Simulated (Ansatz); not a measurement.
# SrH2S2: complex band structure, part 2 of 3

Aim: relax a made-up compound, SrH2S2, and see how good a tunnel barrier it would be. It is built by putting Sr for Cd, S for O in the CdH2O2 structure of space group P-3m1, with the volume rescaled by atomic radii. The parent structure comes from the Materials Project.

Ansatz 0.2.0; PBE DFT, plane waves, PAW files (the session's first sound run).

So far. Step 2 (Cell and atoms at rest): The largest force component on a free atom ends at 0.0016 eV/Å.

The structure was built from a prototype and need not be the compound's stable phase.

## (3) Band edges

The energy window and the wavevectors of the next steps follow from the band edges, so these are searched first, off the mesh as well.

Input file input.yaml:

```yaml
crystal:
  lattice:
    - [4.6880922134, 0.0, 0.0]
    - [-2.3440461067, 4.0600069521, 0.0]
    - [0.0, 0.0, 6.2907574418]
  atoms:
    - { symbol: Sr, position: [0.0, 0.0, 0.0] }
    - { symbol: H, position: [0.6666666667, 0.3333333333, 0.5690847982] }
    - { symbol: H, position: [0.3333333333, 0.6666666667, 0.4309152018] }
    - { symbol: S, position: [0.6666666667, 0.3333333333, 0.7839659546] }
    - { symbol: S, position: [0.3333333333, 0.6666666667, 0.2160340454] }
kpoints:
  mp_grid: { grid: [6, 6, 4] }
  band_path: { path: [VBM, CBM], npoints: 30 }
scf:
  occupations: { method: fixed }
hamiltonian:
  xc: pbe
output:
  eigenvalues: true
  write_potential: true
  write_density: true
  volumetric_format: npy
  elf: true
```

Launch:

```bash
$ ansatz run input.yaml --threads 2 --pin off --max-ram 4096MiB --backend cpu --events-out ev --progress --plain --runs-dir out
```

Numbers of over 12 decimals in the logs are rounded to 6 here.

The log of the run:

```text
[...]
Crystal: 5 atoms, lattice volume = 119.736 Å³
Basis set: ecut = 420 eV, 2355 PW (Γ)
Bands: 17, of which v1, the nominal top of the filled ones, is band 12 counted from 1 (11 counted from 0)
Symmetry: 12 space group operations
[...]
k-points: 24 of 144
[...]
SCF iter   1: F=—  HF=-5384.768145 eV  |F-HF|=—  |Δ(HF+E_count)|=         —  Δρ=1.70e-3  dr2=1.01e-2  ethr=1.77e-3  ⟨swp⟩=5.2  Hψ=2164  notcnv=0  defer=60
[...]
SCF iter   6: F=-5384.767623 eV  HF=-5384.767623 eV  |F-HF|=2.44e-8  |Δ(HF+E_count)|=   8.67e-7  Δρ=1.81e-6  dr2=6.66e-9  ethr=4.17e-10  ⟨swp⟩=11.8  Hψ=2462  notcnv=0
SCF 1 converged in 6 iterations: F = -5384.767623 eV  dr2 = 6.66e-9
[...]
NSCF: frozen V_eff on 34 k-points
[...]
SCF converged after 6 iterations
Free energy (F): -5384.767623 eV
[...]
Internal energy: -5384.767623 eV  (E = F + TS)
E sigma→0 (E₀):  -5384.767623 eV
Fermi energy:    1.642993 eV
[...]
--- Band table (eV; the first three rows and the last of 24) ---
  k-point 0: bands = [... 8 lower, 0.5593, 0.5593, 1.6430, 1.6430, 5.2425, 5.9901, 6.5833, 7.1462, ... 1 higher]
  k-point 1: bands = [... 8 lower, 0.5949, 0.5949, 1.5864, 1.5864, 5.7409, 5.9720, 6.9144, 7.0507, ... 1 higher]
  k-point 2: bands = [... 8 lower, 0.6345, 0.6345, 1.5262, 1.5262, 5.9792, 6.5459, 6.9632, 6.9632, ... 1 higher]
  k-point 23: bands = [... 8 lower, 0.3667, 0.7823, 0.7823, 1.0877, 6.7995, 6.7995, 7.4784, 7.9854, ... 1 higher]
```

Elapsed: 4.8 s, on 2 threads of Arm Neoverse V2, shared host; peak memory 0.34 GiB; 9.3 s of CPU time.

Numbers from this step:

```
free energy         : -5384.7676 eV
Fermi energy        : 1.643 eV
gap on the k-mesh   : 3.599 eV
gap on path         : 3.599 eV, by band count; negative where bands overlap
direct gap on path  : 3.599 eV
edge places on path : 0, 0 1/A along the path
```

Levels at VBM (eV): -4.75, -3.26, -1.08, -1.08, 0.00, 0.00, 3.60, 4.35, 4.94, 5.50, 5.50.

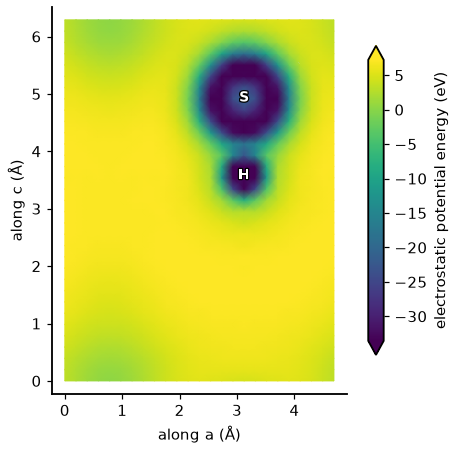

Electrostatic potential energy in the ac plane at fractional y = 0.333, with atoms of H and S within 0.2 Å of it. With pseudopotentials it is smooth inside the atoms' cores, unlike the true potential.

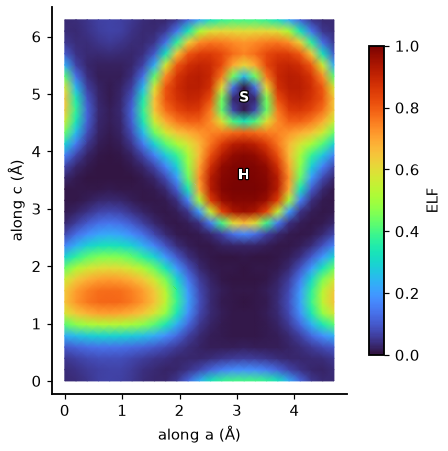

ELF in the ac plane at fractional y = 0.333, with atoms of H and S within 0.2 Å of it. It is the smooth field of the valence electrons, not physical close to the nuclei.

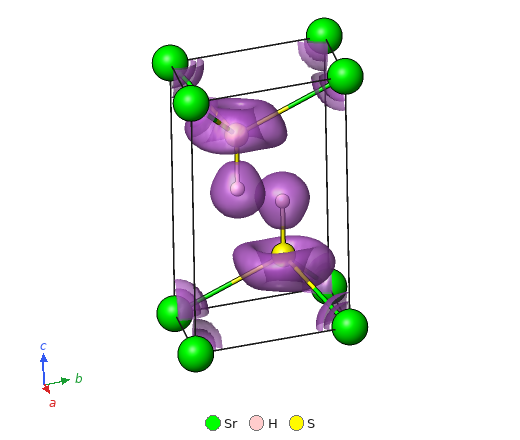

Surface of ELF = 0.85. Bonds to atoms that aren't drawn are left out.

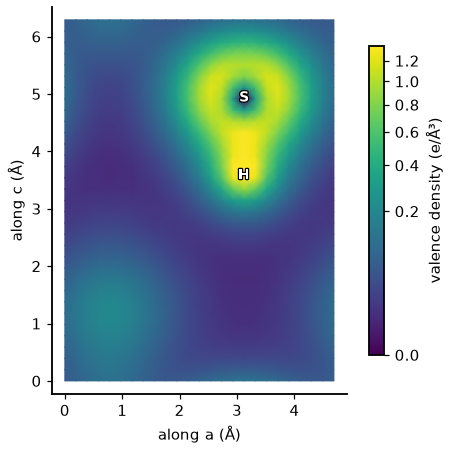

Valence density in the ac plane at fractional y = 0.333, with atoms of H and S within 0.2 Å of it. It is the smooth field of the valence electrons, not physical close to the nuclei. The colour scale is stretched toward low values.

The searched edges give 3.60 eV, as on the mesh.

## (4) Decaying states in the gap, plane (001), k-mesh 6×6×4

This step: PBE DFT, plane waves, PAW files; complex bands by layer matching along the plane's normal (Ansatz 0.2.0).

The same crystal is laid in a cell whose first two vectors span the (001) plane (indices of the standard conventional cell, whose axes can be ordered otherwise than in the bulk input). At fixed energy and wavevector in the plane the solver finds all kz, real and complex. A few wavevectors are listed, (0, 0) and (0.5, 0) in units of the plane's reciprocal vectors; the slowest state needn't be among them.

Input file input.yaml:

```yaml
crystal:
  lattice:
    - [4.688092213, 0.0, 0.0]
    - [2.344046107, 4.060006952, 0.0]
    - [0.0, 0.0, 6.290757442]
  atoms:
    - { symbol: Sr, position: [0.0, 0.0, 0.0] }
    - { symbol: H, position: [0.3333333333, 0.3333333333, 0.5690847982] }
    - { symbol: H, position: [0.6666666667, 0.6666666667, 0.4309152018] }
    - { symbol: S, position: [0.3333333333, 0.3333333333, 0.7839659546] }
    - { symbol: S, position: [0.6666666667, 0.6666666667, 0.2160340454] }
kpoints:
  mp_grid: { grid: [6, 6, 4] }
scf:
  occupations: { method: fixed }
hamiltonian:
  xc: pbe
output:
  eigenvalues: true
  transmission:
    leads: [[0, 0]]
    kpoints: [[0.0, 0.0], [0.5, 0.0]]
    e_range: [-1.0, 4.6]
    de: 0.11
```

The log of the run:

```text
[...]
Crystal: 5 atoms, lattice volume = 119.736 Å³
Basis set: ecut = 420 eV, 2355 PW (Γ)
Bands: 17, of which v1, the nominal top of the filled ones, is band 12 counted from 1 (11 counted from 0)
Symmetry: 12 space group operations
[...]
k-points: 24 of 144
[...]
SCF iter   1: F=—  HF=-5384.768192 eV  |F-HF|=—  |Δ(HF+E_count)|=         —  Δρ=1.70e-3  dr2=1.01e-2  ethr=1.77e-3  ⟨swp⟩=5.2  Hψ=2163  notcnv=0  defer=60
[...]
SCF iter   6: F=-5384.767623 eV  HF=-5384.767623 eV  |F-HF|=2.37e-8  |Δ(HF+E_count)|=   8.69e-7  Δρ=1.88e-6  dr2=7.09e-9  ethr=4.17e-10  ⟨swp⟩=11.6  Hψ=2483  notcnv=0
SCF 1 converged in 6 iterations: F = -5384.767623 eV  dr2 = 7.09e-9
[...]
transmission: 9 of 18 steps passed
transmission: 18 of 18 steps passed
SCF converged after 6 iterations
Free energy (F): -5384.767623 eV
[...]
Internal energy: -5384.767623 eV  (E = F + TS)
E sigma→0 (E₀):  -5384.767623 eV
Fermi energy:    1.642993 eV
[...]
--- Band table (eV; the first three rows and the last of 24) ---
  k-point 0: bands = [... 8 lower, 0.5593, 0.5593, 1.6430, 1.6430, 5.2425, 5.9901, 6.5833, 7.1462, ... 1 higher]
  k-point 1: bands = [... 8 lower, 0.5949, 0.5949, 1.5864, 1.5864, 5.7409, 5.9720, 6.9144, 7.0507, ... 1 higher]
  k-point 2: bands = [... 8 lower, 0.6345, 0.6345, 1.5262, 1.5262, 5.9792, 6.5459, 6.9632, 6.9632, ... 1 higher]
  k-point 23: bands = [... 8 lower, 0.3667, 0.7823, 0.7823, 1.0877, 6.7995, 6.7995, 7.4784, 7.9854, ... 1 higher]
--- Transmission ---
  basis      : 163 plane waves across, 9 finite elements along
  points     : 2, as listed
  energies   : 51 from -1.000000 to 4.500000 eV about the Fermi level, 0.110000 eV apart; the leads are filled to 1.799733 eV, and channels, transmission and decay are at 1.750000 eV
  crystal 0  : H2S2Sr1, at the sites [0, 0], period 6.2908 Å: whole cells are its period
    offset         : up to 0.0000 Å between an atom of the period and one for which it stands
    channels       : 0.000000e0 a spin
    conductance    : none, the energies end too early or step too widely for 300 K: set another output.transmission.e_range or a lower de, or, where they end at an eighth of basis.ecutwfc, a higher one
    slowest decay  : 0.4138 /Å at (0.0000, 0.0000)
```

The job ended after 16 s (2 threads; peak memory 0.46 GiB; 25 s of CPU time).

This step gave:

```
level to which the leads are filled                       : 1.800 eV from the Fermi level
decay constant at the filling level, zone centre          : 0.4138 Å⁻¹
decay constant at the filling level, slowest listed point : 0.4138 Å⁻¹
```

K parallel (0, 0); values up to 1.5 1/Å, a degenerate pair printed once or twice; energies at which all values exceed this have no row. Table of Im kz of the slowest decaying states by energy, zero at the highest filled level on the SCF mesh:

| energy (eV) | decay 1 (Å⁻¹) | decay 2 (Å⁻¹) | decay 3 (Å⁻¹) | decay 4 (Å⁻¹) |
| --- | --- | --- | --- | --- |
| -1.000 | 0.0988 | 0.497 | 0.991 | 1.20 |
| -0.450 | 0.361 | 0.504 | 0.952 | 1.16 |
| -0.010 | 0.501 | 0.919 | 1.12 | - |
| 0.540 | 0.486 | 0.509 | 0.875 | 1.07 |
| 0.980 | 0.466 | 0.599 | 0.837 | 1.03 |
| 1.530 | 0.431 | 0.657 | 0.786 | 0.974 |
| 1.970 | 0.394 | 0.680 | 0.740 | 0.928 |
| 2.520 | 0.332 | 0.676 | 0.691 | 0.865 |
| 2.960 | 0.262 | 0.616 | 0.688 | 0.810 |
| 3.510 | 0.101 | 0.522 | 0.672 | 0.733 |
| 3.950 | 0.411 | 0.651 | 0.660 | - |
| 4.500 | 0.195 | 0.334 | 0.544 | 0.613 |

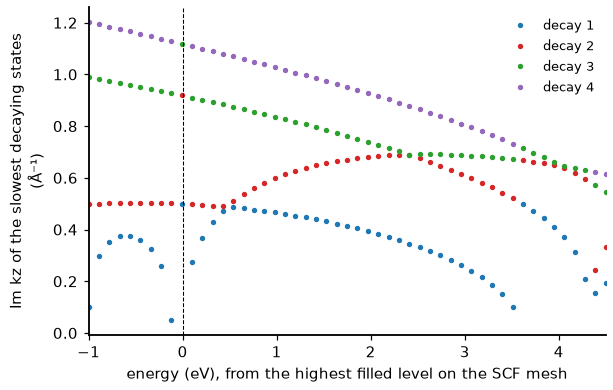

Im kz of the slowest decaying states against energy.

K parallel (0.5, 0); values up to 1.5 1/Å, a degenerate pair printed once or twice; energies at which all values exceed this have no row. The Im kz of the slowest decaying states by energy, zero at the highest filled level on the SCF mesh:

| energy (eV) | decay 1 (Å⁻¹) | decay 2 (Å⁻¹) | decay 3 (Å⁻¹) | decay 4 (Å⁻¹) |
| --- | --- | --- | --- | --- |
| -1.000 | 0.200 | 0.371 | 0.744 | 0.909 |
| -0.450 | 0.334 | 0.736 | 0.741 | 0.862 |
| -0.010 | 0.434 | 0.821 | 0.850 | 1.04 |
| 0.540 | 0.489 | 0.767 | 0.912 | 1.12 |
| 0.980 | 0.511 | 0.719 | 0.938 | 1.14 |
| 1.530 | 0.522 | 0.653 | 0.956 | 1.14 |
| 1.970 | 0.520 | 0.593 | 0.966 | 1.13 |
| 2.520 | 0.505 | 0.506 | 0.977 | 1.10 |
| 2.960 | 0.417 | 0.484 | 0.995 | 1.06 |
| 3.510 | 0.251 | 0.441 | 1.01 | 1.03 |
| 3.950 | 0.39 | 0.968 | 0.994 | 1.00 |
| 4.500 | 0.125 | 0.291 | 0.918 | 0.931 |

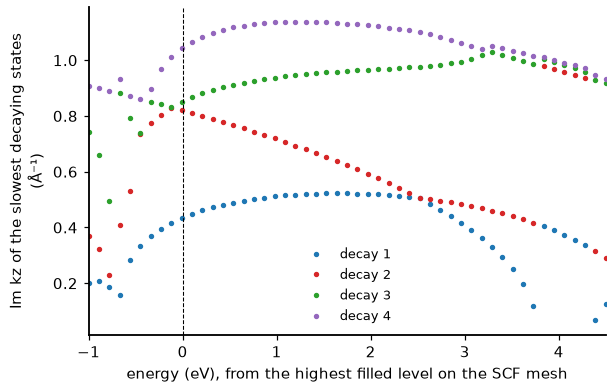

Im kz of the slowest decaying states against energy.

At the listed wavevectors the last open channel is at -0.01 eV and the next at +3.62 eV on the grid. At +1.75 eV, the grid energy nearest the filling level (the middle of the gap on the SCF mesh), the slowest state at the listed wavevectors decays with κ = 0.414 Å⁻¹, its amplitude falling by e over 2.4 Å. Through 1 nm of this crystal that state's transmission falls by exp(−2 × 0.414 Å⁻¹ × 10 Å) = 2.5e-4.

## (5) Decaying states in the gap, plane (101), k-mesh 8×8×8

The same for the (101) plane, at (0, 0) and (0.5, 0), to see how the decay depends on direction.

Input file input.yaml:

```yaml
crystal:
  lattice:
    - [7.845497931, 0.0, 0.0]
    - [1.40068921, 4.473955558, 0.0]
    - [2.80137842, 1.579194, 3.411251069]
  atoms:
    - { symbol: Sr, position: [0.0, 0.0, 0.0] }
    - { symbol: H, position: [0.4309152018, 0.6666666667, 0.2357514649] }
    - { symbol: H, position: [0.5690847982, 0.3333333333, 0.7642485351] }
    - { symbol: S, position: [0.2160340454, 0.6666666667, 0.4506326213] }
    - { symbol: S, position: [0.7839659546, 0.3333333333, 0.5493673787] }
kpoints:
  mp_grid: { grid: [8, 8, 8] }
scf:
  occupations: { method: fixed }
hamiltonian:
  xc: pbe
output:
  eigenvalues: true
  transmission:
    leads: [[0, 0]]
    kpoints: [[0.0, 0.0], [0.5, 0.0]]
    e_range: [-1.0, 4.6]
    de: 0.09
```

The log of the run:

```text
[...]
Crystal: 5 atoms, lattice volume = 119.736 Å³
Basis set: ecut = 420 eV, 2355 PW (Γ)
Bands: 17, of which v1, the nominal top of the filled ones, is band 12 counted from 1 (11 counted from 0)
Symmetry: 12 space group operations
[...]
k-points: 65 of 512
[...]
SCF iter   1: F=—  HF=-5384.768215 eV  |F-HF|=—  |Δ(HF+E_count)|=         —  Δρ=1.70e-3  dr2=1.01e-2  ethr=1.77e-3  ⟨swp⟩=5.3  Hψ=5871  notcnv=0  defer=166
[...]
SCF iter   6: F=-5384.767625 eV  HF=-5384.767625 eV  |F-HF|=2.41e-8  |Δ(HF+E_count)|=   8.99e-7  Δρ=2.07e-6  dr2=8.37e-9  ethr=4.17e-10  ⟨swp⟩=12.1  Hψ=7064  notcnv=0
SCF 1 converged in 6 iterations: F = -5384.767625 eV  dr2 = 8.37e-9
[...]
transmission: 6 of 12 steps passed
transmission: 12 of 12 steps passed
SCF converged after 6 iterations
Free energy (F): -5384.767625 eV
[...]
Internal energy: -5384.767625 eV  (E = F + TS)
E sigma→0 (E₀):  -5384.767625 eV
Fermi energy:    1.642960 eV
[...]
--- Band table (eV; the first three rows and the last of 65) ---
  k-point 0: bands = [... 8 lower, 0.5593, 0.5593, 1.6430, 1.6430, 5.2424, 5.9899, 6.5833, 7.1462, ... 1 higher]
  k-point 1: bands = [... 8 lower, 0.5964, 0.6254, 1.3798, 1.5337, 5.7017, 5.8902, 6.6752, 7.3080, ... 1 higher]
  k-point 2: bands = [... 8 lower, 0.6541, 0.7904, 0.9577, 1.2957, 5.7737, 6.4797, 7.0052, 7.7170, ... 1 higher]
  k-point 64: bands = [... 8 lower, 0.6345, 0.6345, 1.5262, 1.5262, 5.9792, 6.5457, 6.9632, 6.9632, ... 1 higher]
--- Transmission ---
  basis      : 311 plane waves across, 6 finite elements along
  points     : 2, as listed
[...]
crystal 0  : S2H2Sr1, at the sites [0, 0], period 3.4113 Å: whole cells are its period
[...]
channels       : 0.000000e0 a spin
[...]
slowest decay  : 0.3167 /Å at (0.0000, 0.0000)
```

Elapsed: 65 s, on 2 threads; peak memory 1 GiB; 2.1 min of CPU time.

Numbers from this step:

```yaml
decay_constant_at_the_filling_level_zone_centre: 0.3167 Å⁻¹
decay_constant_at_the_filling_level_slowest_listed_point: 0.3167 Å⁻¹
```

K parallel (0, 0); values up to 1.5 1/Å, a degenerate pair printed once or twice; energies at which all values exceed this have no row. Im kz of the slowest decaying states against energy, zero at the highest filled level on the SCF mesh:

| energy (eV) | decay 1 (Å⁻¹) | decay 2 (Å⁻¹) | decay 3 (Å⁻¹) | decay 4 (Å⁻¹) |
| --- | --- | --- | --- | --- |
| -1.000 | 0.418 | 0.673 | 0.850 | 1.13 |
| -0.460 | 0.213 | 0.425 | 0.711 | 0.797 |
| -0.010 | 0.479 | 0.622 | 0.724 | 0.742 |
| 0.530 | 0.253 | 0.417 | 0.592 | 0.692 |
| 0.980 | 0.301 | 0.512 | 0.641 | 0.681 |
| 1.520 | 0.319 | 0.571 | 0.648 | 0.673 |
| 1.970 | 0.312 | 0.597 | 0.614 | 0.652 |
| 2.510 | 0.280 | 0.563 | 0.609 | 0.618 |
| 2.960 | 0.230 | 0.507 | 0.574 | 0.583 |
| 3.500 | 0.0980 | 0.411 | 0.508 | 0.532 |
| 4.040 | 0.184 | 0.425 | 0.469 | 0.546 |
| 4.490 | 0.158 | 0.193 | 0.372 | 0.401 |

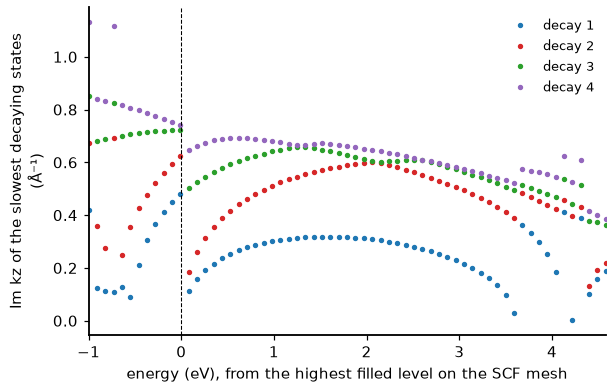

Im kz of the slowest decaying states, plotted against energy.

K parallel (0.5, 0); values up to 1.5 1/Å, a degenerate pair printed once or twice; energies at which all values exceed this have no row. The Im kz of the slowest decaying states by energy, zero at the highest filled level on the SCF mesh:

| energy (eV) | decay 1 (Å⁻¹) | decay 2 (Å⁻¹) | decay 3 (Å⁻¹) | decay 4 (Å⁻¹) |
| --- | --- | --- | --- | --- |
| -1.000 | 0.297 | 0.573 | 0.724 | 0.892 |
| -0.460 | 0.416 | 0.564 | 0.722 | 0.865 |
| -0.010 | 0.161 | 0.387 | 0.510 | 0.701 |
| 0.530 | 0.381 | 0.547 | 0.598 | 0.667 |
| 0.980 | 0.497 | 0.555 | 0.631 | 0.659 |
| 1.520 | 0.546 | 0.581 | 0.626 | 0.691 |
| 1.970 | 0.528 | 0.532 | 0.631 | 0.699 |
| 2.510 | 0.459 | 0.493 | 0.628 | 0.693 |
| 2.960 | 0.380 | 0.452 | 0.612 | 0.614 |
| 3.500 | 0.234 | 0.384 | 0.490 | 0.573 |
| 4.040 | 0.274 | 0.314 | 0.500 | 0.546 |
| 4.490 | 0.0828 | 0.0914 | 0.415 | 0.454 |

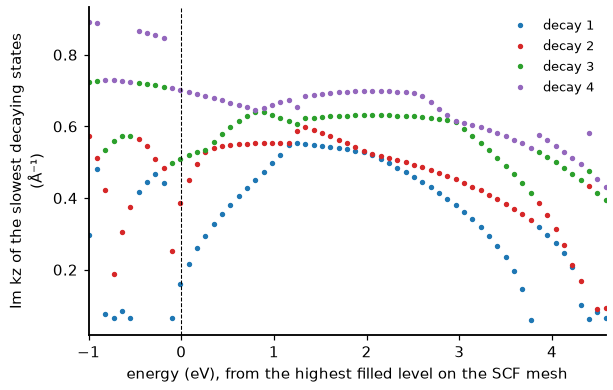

Im kz of the slowest decaying states, plotted against energy.

At the listed wavevectors the last open channel is at -0.01 eV and the next at +3.68 eV on the grid. At +1.79 eV, the grid energy nearest the filling level (the middle of the gap on the SCF mesh), the slowest state at the listed wavevectors decays with κ = 0.317 Å⁻¹, its amplitude falling by e over 3.2 Å; the first such run, plane (001), gave 0.414 Å⁻¹.

## (6) Band edges at another level, cutoff 979.61 eV

This step: PBE DFT, plane waves, norm-conserving files (Ansatz 0.2.0).

The edges again with norm-conserving files, at the same atoms. Against that run the cutoff is 980 eV against 420.

Input file input.yaml:

```yaml
crystal:
  lattice:
    - [4.6880922134, 0.0, 0.0]
    - [-2.3440461067, 4.0600069521, 0.0]
    - [0.0, 0.0, 6.2907574418]
  atoms:
    - { symbol: Sr, position: [0.0, 0.0, 0.0] }
    - { symbol: H, position: [0.6666666667, 0.3333333333, 0.5690847982] }
    - { symbol: H, position: [0.3333333333, 0.6666666667, 0.4309152018] }
    - { symbol: S, position: [0.6666666667, 0.3333333333, 0.7839659546] }
    - { symbol: S, position: [0.3333333333, 0.6666666667, 0.2160340454] }
kpoints:
  mp_grid: { grid: [6, 6, 4] }
  band_path: { path: [VBM, CBM], npoints: 30 }
scf:
  occupations: { method: fixed }
hamiltonian:
  xc: pbe
  pseudopotentials: { kind: nc }
output:
  eigenvalues: true
```

The log of the run:

```text
[...]
Crystal: 5 atoms, lattice volume = 119.736 Å³
Basis set: ecut = 979.609905 eV, 8259 PW (Γ)
Bands: 17, of which v1, the nominal top of the filled ones, is band 12 counted from 1 (11 counted from 0)
Symmetry: 12 space group operations
[...]
k-points: 24 of 144
[...]
SCF iter   1: F=—  HF=-1567.850477 eV  |F-HF|=—  |Δ(HF+E_count)|=         —  Δρ=3.88e-2  dr2=3.15e0  ethr=3.10e-3  ⟨swp⟩=6.8  Hψ=2333  notcnv=0  defer=60
[...]
SCF iter   8: F=-1566.801889 eV  HF=-1566.801889 eV  |F-HF|=1.58e-7  |Δ(HF+E_count)|=   2.37e-6  Δρ=5.40e-6  dr2=5.12e-8  ethr=4.17e-10  ⟨swp⟩=13.6  Hψ=3411  notcnv=0
SCF 1 converged in 8 iterations: F = -1566.801889 eV  dr2 = 5.12e-8
[...]
SCF converged after 8 iterations
Free energy (F): -1566.801889 eV
[...]
Internal energy: -1566.801889 eV  (E = F + TS)
E sigma→0 (E₀):  -1566.801889 eV
Fermi energy:    1.679595 eV
[...]
--- Band table (eV; the first three rows and the last of 24) ---
  k-point 0: bands = [... 8 lower, 0.5967, 0.5967, 1.6796, 1.6796, 5.2766, 6.0271, 6.6227, 7.1854, ... 1 higher]
  k-point 1: bands = [... 8 lower, 0.6322, 0.6322, 1.6231, 1.6231, 5.7750, 6.0096, 6.9526, 7.0899, ... 1 higher]
  k-point 2: bands = [... 8 lower, 0.6719, 0.6719, 1.5628, 1.5628, 6.0179, 6.5803, 7.0024, 7.0024, ... 1 higher]
  k-point 23: bands = [... 8 lower, 0.4036, 0.8188, 0.8188, 1.1241, 6.8389, 6.8389, 7.5175, 8.0219, ... 1 higher]
```

It took 15 s on 2 threads; peak memory 0.51 GiB; 30 s of CPU time.

This step gave:

```
free energy        : -1566.8019 eV
Fermi energy       : 1.680 eV
gap on the k-mesh  : 3.597 eV
gap on path        : 3.597 eV, by band count; negative where bands overlap
direct gap on path : 3.597 eV
```

Levels at VBM (eV): -4.75, -3.26, -1.08, -1.08, 0.00, 0.00, 3.60, 4.35, 4.94, 5.51, 5.51.

The searched edges give 3.60 eV, as on the mesh.

(Continued in part 3 of 3.)

[Logs are printed without paths, hosts, clocks, repeated set-up lines and the standing remarks that a program may print on its own settings, such as how far it seeks lower states.]

[Hosts, paths, dates, database ids (printed as entryN), source tags and the programs' standing remarks are cut or masked in the printed files.]
